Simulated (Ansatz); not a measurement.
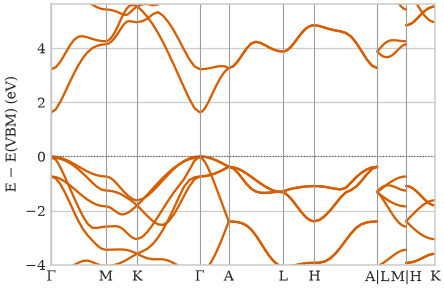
Band structure from r²SCAN in the plane-wave PAW code Ansatz

Task: Read off the gap and where the band edges lie.

Result: About 1.6 eV (1.63 eV by a search for the band edges); maximum at Γ, minimum at Γ.

The material is CdS (wurtzite, space group No. 186).

Space group P6_3mc (wurtzite). Symmetry was held in the r²SCAN relaxation. Spin–orbit coupling is left out wherever it is not named.

Potentials: the earlier of the program's two PAW sets.
